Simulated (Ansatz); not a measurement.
HfN: response to strain

The reference is HfN in the rock salt structure (space group Fm-3m, No. 225; a = 4.548 Å; relaxed with 0.1 eV smearing).

Strains are applied to the cell and any free atomic positions relax.

Calculations: Kohn–Sham DFT with the PBE functional, run in Ansatz (a first-principles code) with PAW and 420 eV plane waves, no spin-orbit coupling, earlier PAW set.

Notes on the quantities. energy relative to the base: free energy F.

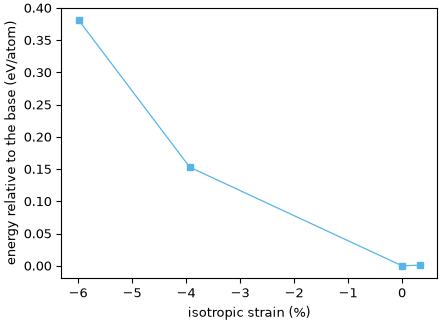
Figure: Energy relative to the base against isotropic strain

From the plot, what is the energy relative to the base for isotropic strain −5.99 %?

About 0.38 eV/atom.

Is the trend monotonic over the range shown?

No, it turns within the range, spanning 0 meV/atom to +0.381 eV/atom.

Whether these cells are dynamically stable was not tested. All final runs are without spin polarisation. An odd electron count without spin: HfN.
